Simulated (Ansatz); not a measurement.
bcc Na was calculated with PBE0 (Ansatz, a quantum-chemistry and plane-wave program, plane waves, PAW).

Settings: plane-wave cutoff 460 eV, 10×10×10 k mesh, Fermi–Dirac smearing 0.05 eV, scalar-relativistic PAW data made under PBE.

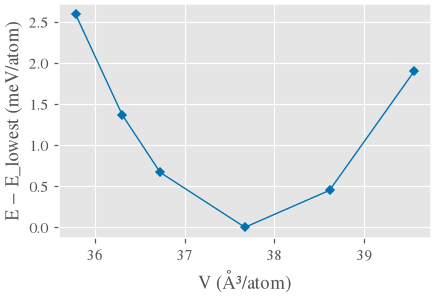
Figure. Total energy against volume

**Question.** From the curve, estimate the equilibrium volume and the bulk modulus.

**Answer.** V0 ≈ 37.7 Å³/atom and B0 ≈ 7.6 GPa; the fit gives V0 = 37.745 Å³/atom, B0 = 7.55 GPa, B′ = 3.6.

Measured, for comparison: bulk modulus 7.9 GPa (0 K value with the zero-point phonon effect removed, our sources range from 7.63 to 7.91; as tabulated in Mejia-Rodriguez and Trickey (2018), arXiv:1807.09216); equilibrium volume per atom 37.42 Å³/atom (static lattice: zero-point anharmonic expansion removed; as tabulated in Mejia-Rodriguez and Trickey (2018), arXiv:1807.09216). Computed (rounded) less measured: bulk modulus -4 % (-1 % to -5 % over the range), equilibrium volume per atom +0.9 %.

Static lattice: no zero-point or thermal effects.
